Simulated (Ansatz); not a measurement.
# Ligand exchange: BH(CH3)I + GeH3(NH2) → BH(CH3)(NH2) + GeH3I

Species: BH(CH3)I, singlet; GeH3(NH2), singlet; BH(CH3)(NH2), singlet; GeH3I `[GeH3][I]`, singlet. The partners trade I for NH2: B–I and Ge–NH2 bonds give way to B–NH2 and Ge–I.

Shapes, held fixed at every level: PBE0-D4/def2-TZVP. Programs: Ansatz 0.2.0. The zero-point and thermal change to 298 K, harmonic and unscaled (PBE0-D4/def2-TZVP), is +6.1 kJ/mol.

| level | kind | ΔH(298 K) (kJ/mol) | less CCSD(T)/def2-TZVPP |
| --- | --- | --- | --- |
| HF/def2-SVP | Hartree–Fock | -159.3 | -23.5 |
| SPW92/def2-TZVPP | LDA | -151.8 | -16.0 |
| PBE-D4/def2-TZVPP | GGA | -145.0 | -9.2 |
| BHLYP-D4/def2-TZVPP | global hybrid | -152.7 | -16.9 |
| PBE0-D4/def2-TZVPP | global hybrid | -147.9 | -12.1 |
| wB97X-V/def2-TZVPP | range-separated hybrid | -144.3 | -8.5 |
| CCSD(T)/def2-SVP | coupled cluster or CI | -152.7 | -16.9 |
| CCSD(T)/def2-TZVPP | coupled cluster or CI | -135.8 | 0.0 |

The highest level, CCSD(T)/def2-TZVPP, gives ΔH(298 K) = -135.8 kJ/mol; the levels span -159.3 to -135.8. The column of differences is taken from that level and isn't an error. No measured value is set beside it here. For atoms past krypton def2 sets carry core potentials with scalar relativity. Relativity is left out for Ge unless named. Correlated rows may include outer-core shells of Ge, I, which these sets cover unevenly.

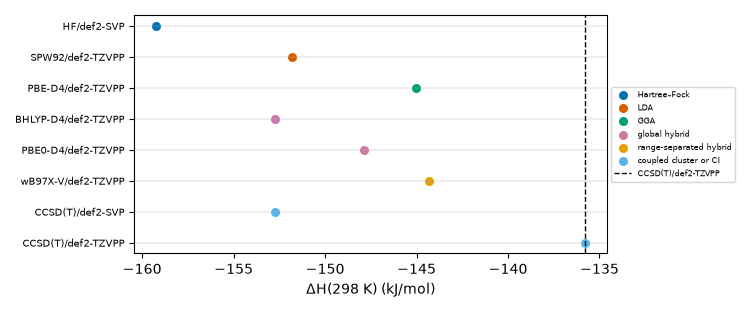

The values of the table, level by level.
